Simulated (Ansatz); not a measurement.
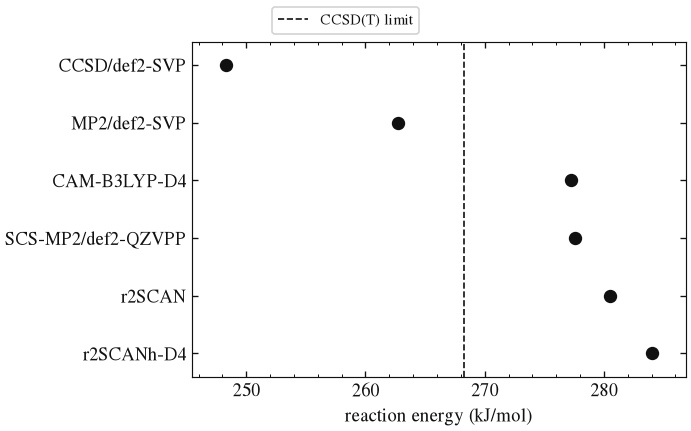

Electronic reaction energy of SiNH₃BrF (N[SiH](F)Br) → HF (F) + SiNH₂Br (N[Si]Br) [singlet] (SMILES in brackets) at several levels (functionals in def2-TZVPP unless a basis is named), isolated molecules at PBE0-D4 triple-zeta geometries, minima by their frequencies, no zero-point or thermal terms, the Ansatz code 0.2.0. The line is frozen-core CCSD(T) at the basis limit (MP2 extrapolated from triple and quadruple zeta, plus CCSD(T) less MP2 in a smaller set). No dispersion term is added to r2SCAN. The distance of CCSD/def2-SVP, MP2/def2-SVP and SCS-MP2/def2-QZVPP to the limit includes basis error. The limit lies 4.1 kJ/mol from CCSD(T)/def2-TZVPP, so the line itself is uncertain by a part of that.

Q: What do zero-point energy and temperature add?

A: Zero-point change −5.5 kJ/mol; at 298.15 K and 1 bar the CCSD(T) limit plus thermal terms gives an enthalpy of reaction of 267.2 and a free energy of 225.8 kJ/mol (harmonic PBE0-D4 modes, ideal gas).

Q: What range do the values span, the line included?

A: From 248.3 kJ/mol (CCSD/def2-SVP) to 284.0 kJ/mol (r2SCANh-D4).

Caveats: no scalar relativity up to krypton; outer-core shells are correlated without core-valence functions, which makes the correlated values less sure.
